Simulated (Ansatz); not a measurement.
Consider Lu in the hcp (Mg type) structure (space group P6_3/mmc, No. 194; a = 3.506 Å, c = 5.482 Å; relaxed with 0.1 eV smearing). Axes: x lies along a and z along c of the hexagonal cell.

Structures relaxed with PBE, PAW, 420 eV (Ansatz, a program for electronic structure; no spin-orbit coupling).

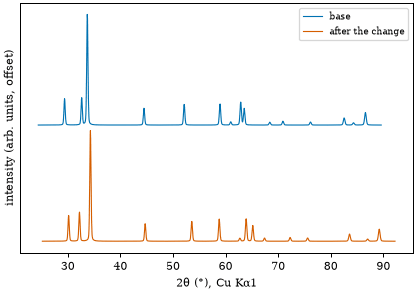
Fig. 1. Simulated powder patterns before (top) and after one change

Question: Which of these changes matches the shifts?
A) biaxial strain −2.50 %, plane normal [001], relaxed out of plane
B) biaxial strain +0.50 %, plane normal [001], relaxed out of plane
C) biaxial strain +1.50 %, plane normal [001], relaxed out of plane
D) biaxial strain +3.00 %, plane normal [001], relaxed out of plane

Answer: A, biaxial strain −2.50 %, plane normal [001], relaxed out of plane. Its volume per atom is 28.10 Å³ against 29.18 Å³, and its space group is P6_3/mmc (No. 194).

Whether these cells are dynamically stable was not tested.
